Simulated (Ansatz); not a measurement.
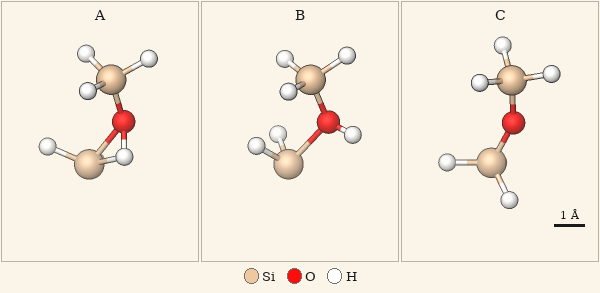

3 geometries from a converged minimum-energy path of Si2H6O, shuffled. A ball-and-stick model, seen from a free direction.

All numbers below come from Ansatz 0.2.0, RKS BLYP-D4/def2-SVP. Settings: 9 movable images; climbing image; force threshold 0.05 eV/Å; iteration limit 60; starting path through a guess of the saddle point.

> Which of them lies highest in energy?

A. In order along the path, whose images run from 0 to 10: C (image 2, +0.9 kJ/mol), A (image 6, +301.3 kJ/mol), B (image 10, +231.7 kJ/mol). A hydrogen atom shifts from one atom to another. Breaking: H–Si (1.50 → 2.61 Å). Forming: H–O (2.57 → 0.98 Å).

The run took 9.6 min on 1 thread of Arm Neoverse N1, with other jobs on the host, peak memory 0.14 GiB.
